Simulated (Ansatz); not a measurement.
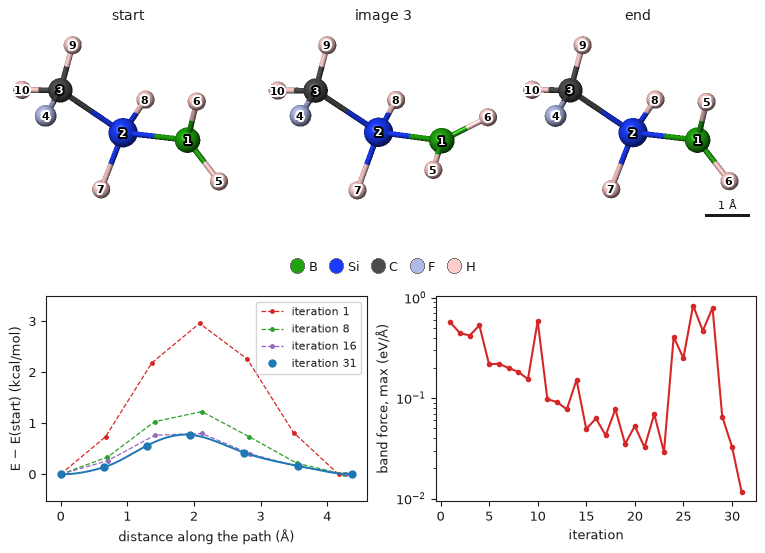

NEB run on CH6BFSi. Images are numbered from 0 (start) to 6 (end). The plot follows the band through its iterations. A ball-and-stick model, seen from a free direction.

Theory: RKS BHLYP/def2-SVP (Ansatz 0.2.0).

Input
```yaml
crystal:
  periodic: [false, false, false]
  atoms:
    - { symbol: B, position_ang: [-0.701643, 1.518414, -0.708065] }
    - { symbol: Si, position_ang: [0.130119, -0.318463, -0.698916] }
    - { symbol: C, position_ang: [0.404875, -0.896985, 1.090985] }
    - { symbol: F, position_ang: [1.108129, 0.088415, 1.758511] }
    - { symbol: H, position_ang: [-0.48563, 2.317621, -1.573997] }
    - { symbol: H, position_ang: [-1.478427, 1.827535, 0.151267] }
    - { symbol: H, position_ang: [1.418929, -0.387237, -1.430164] }
    - { symbol: H, position_ang: [-0.819609, -1.265205, -1.350045] }
    - { symbol: H, position_ang: [-0.548603, -1.052387, 1.607904] }
    - { symbol: H, position_ang: [0.971871, -1.831707, 1.152511] }
basis:
  gaussian: { orbitals: def2-SVP }
hamiltonian:
  xc: { name: BHLYP }
neb:
  order_check: false
  images: 5
  f_tol: 0.03
  max_iterations: 60
  initial_path: idpp
  optimiser: lbfgs
  climbing: immediate
  final_atoms:
    - { symbol: B, position_ang: [-0.70236437, 1.51862468, -0.70863147] }
    - { symbol: Si, position_ang: [0.12814596, -0.31884841, -0.697873] }
    - { symbol: C, position_ang: [0.406222, -0.89715043, 1.09188697] }
    - { symbol: F, position_ang: [1.11309599, 0.08770628, 1.75615458] }
    - { symbol: H, position_ang: [-1.46833345, 1.83592374, 0.1568415] }
    - { symbol: H, position_ang: [-0.49652609, 2.3101461, -1.58390303] }
    - { symbol: H, position_ang: [1.41614609, -0.38748209, -1.43055377] }
    - { symbol: H, position_ang: [-0.82222393, -1.26538241, -1.34825055] }
    - { symbol: H, position_ang: [-0.54590967, -1.05089752, 1.6116705] }
    - { symbol: H, position_ang: [0.97175847, -1.83263894, 1.15264928] }
```

Run as
```bash
ansatz run input.yaml --threads 1 --pin off --max-ram 2048MiB --backend cpu --events-out ev --progress --plain --runs-dir out
```

Q: How did the profile develop, and is the result final?

A: The run is converged, with reservations. The band converged in 31 iterations. The largest component of the band force went from 0.57 to 0.012 eV/Å. The climbing image converged on the top of the path. Its curvatures weren't checked. The first iteration put the highest image at 2.96 kcal/mol. The two ends have the same energy, and the highest point, image 3, lies 0.77 kcal/mol above the start.
